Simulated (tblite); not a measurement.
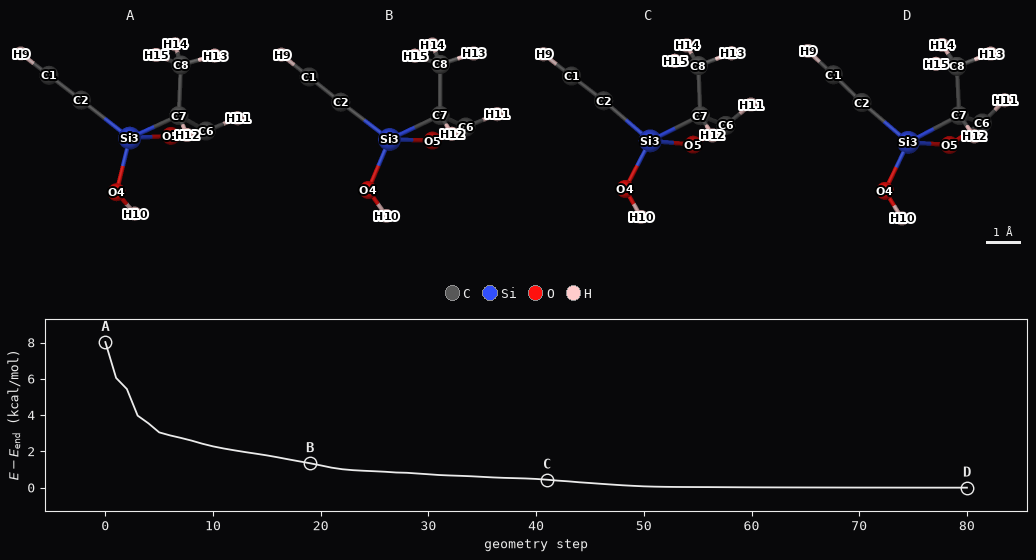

Frames of a relaxation of C₅H₇O₂Si (multiplicity 2), marked on the history of the run. A ball-and-stick model, seen at a tilt.

Method: GFN2-xTB geometry optimisation, gas phase in tblite. 

> Describe the path.

The largest move after the best rigid fit is that of H11, 0.68 Å. By element the largest moves are H 0.68 Å, C 0.31 Å, O 0.27 Å, Si 0.13 Å. Some distances before and after: Si3–C7 1.850 → 1.929 Å, Si3–O4 1.658 → 1.620 Å, Si3–O5 1.662 → 1.681 Å, C8–H13 1.107 → 1.089 Å. Among the angles between lasting bonds that change: O4–Si3–C7 116.6° → 126.1°, C2–Si3–O4 115.3° → 107.1°, O4–Si3–O5 108.4° → 114.3°. Groups turn about Si3–O4 by about 25°. After 80 geometry steps the energy has fallen by 8.03 kcal/mol. From step 0 to 19: O and H atoms move most (0.27 Å), energy −6.68 kcal/mol. From step 19 to 41: H11 moves most (0.35 Å), energy −0.91 kcal/mol. From step 41 to 80: H9 moves most (0.28 Å), energy −0.44 kcal/mol.

```tsv
step	E − E(0), kcal/mol
0	0.00
1	-1.98
2	-2.59
3	-4.06
4	-4.48
5	-4.98
6	-5.14
7	-5.28
8	-5.43
9	-5.60
10	-5.75
14	-6.15
17	-6.47
21	-6.92
25	-7.12
28	-7.21
32	-7.35
36	-7.46
39	-7.52
43	-7.68
47	-7.85
51	-7.97
54	-7.99
58	-8.00
62	-8.01
65	-8.01
69	-8.02
73	-8.02
76	-8.02
80	-8.03
```
